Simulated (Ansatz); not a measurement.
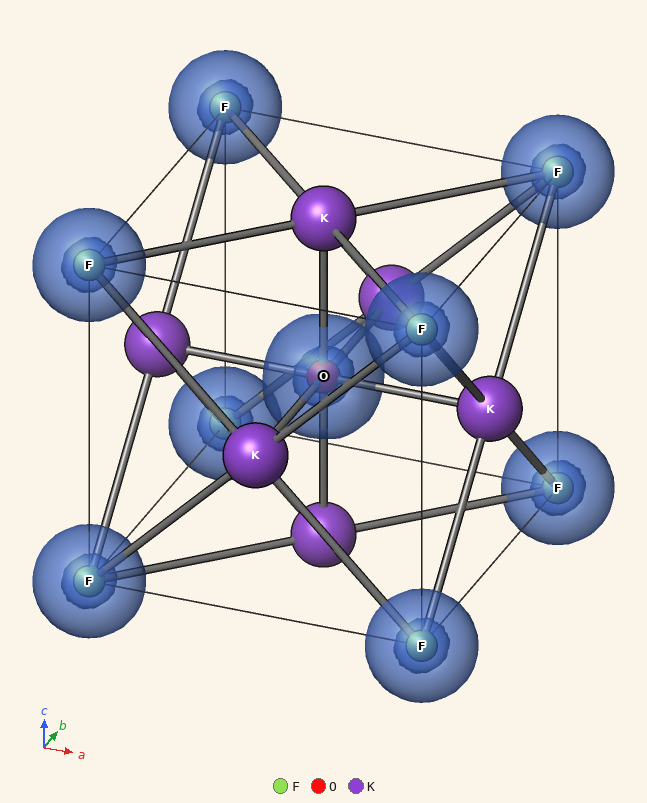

*K₃OF. Isosurface of the electron localisation function at 0.75 (blue), seen at an oblique angle. Core shells and regions of very low density are left out. Sticks mark near contacts.*

Space group Pm-3m; started from the antiperovskite prototype, which need not be the ambient phase.

All numbers below come from DFT, r2SCAN+rVV10, plane waves, PAW in Ansatz 0.2.0.

```yaml
crystal:
  lattice:
    - [5.02708, 0.00000, 0.00000]
    - [0.00000, 5.02708, 0.00000]
    - [0.00000, 0.00000, 5.02708]
  atoms:
    - { symbol: F, position: [0.00000, 0.00000, 0.00000] }
    - { symbol: O, position: [0.50000, 0.50000, 0.50000] }
    - { symbol: K, position: [0.50000, 0.50000, 0.00000] }
    - { symbol: K, position: [0.50000, 0.00000, 0.50000] }
    - { symbol: K, position: [0.00000, 0.50000, 0.50000] }
```

Q: Describe the localisation domains.

A: At this value the surface marks out one region wrapped around F (its valence shell) and one region wrapped around O (its valence shell), counted in one cell of 5 atoms. Any copies at cell faces, edges or corners count once. Along the contacts the grid gives the following. K–O (2.51 Å): the ELF peaks at about 0.80 in the valence shell of O, 0.7 Å from its nucleus, and drops to about 0.05 between the two atoms: a closed-shell, largely ionic contact. K–F (3.55 Å): the ELF is about 0 at the midpoint; no localised pair shows between them.
